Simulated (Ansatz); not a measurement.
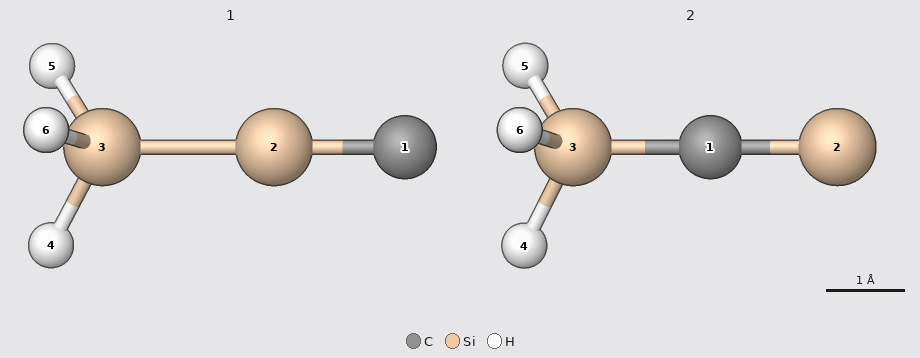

Two geometries of CH$_{3}$Si$_{2}$ (charge −1), drawn at one scale. One is the start of a relaxation, the other its converged end. A ball-and-stick model, seen at a tilt.

All numbers below come from RKS PBE0-D4/def2-TZVPD (Ansatz 0.2.0). Settings: force threshold 0.005 eV/Å; at most 200 steps.

Q: Which of the two is the end point?

A: Structure 2 is the relaxed one. Over 31 accepted moves (32 points after the start) the energy falls by 3.031 eV. The largest force component goes from 1.4 to 0.0027 eV/Å. The line search rejected the trial step at point 27 of the run. The forces were under the threshold at step 4, but the run went on from there. C1 moves most after the best rigid fit: 2.00 Å. By element the largest moves are C 2.00 Å, Si 1.34 Å, H 0.18 Å. Near-neighbour distances that change, for instance: C1–Si3 3.920 → 1.780 Å, Si2–Si3 2.226 → 3.427 Å, C1–Si2 1.695 → 1.647 Å, Si3–H4 1.521 → 1.510 Å. New bonds form: C1–Si3 (3.92 → 1.78 Å). Bonds break: Si2–Si3 (2.23 → 3.43 Å).
